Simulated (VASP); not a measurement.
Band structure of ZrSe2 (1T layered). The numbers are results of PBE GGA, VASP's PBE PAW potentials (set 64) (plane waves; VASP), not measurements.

Without a dispersion term in the relaxation, distances and binding between the weakly bound layers, chains or molecules are unreliable, and so is what depends on them.

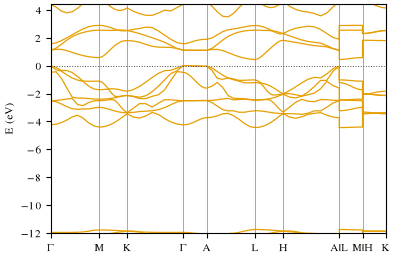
Fig. 1. Bands along high-symmetry lines, zero at the valence-band maximum or, without a gap, the Fermi level

### Question
Read the plot: is there a gap, and where are the band edges?

### Answer
The gap is indirect, 0.44 eV, from the valence maximum at Γ to the conduction minimum at L. (Edges off the drawn lines would not show.)

The compound is ZrSe2 in the 1T layered structure. It was relaxed first, which changed the volume by +15 %.
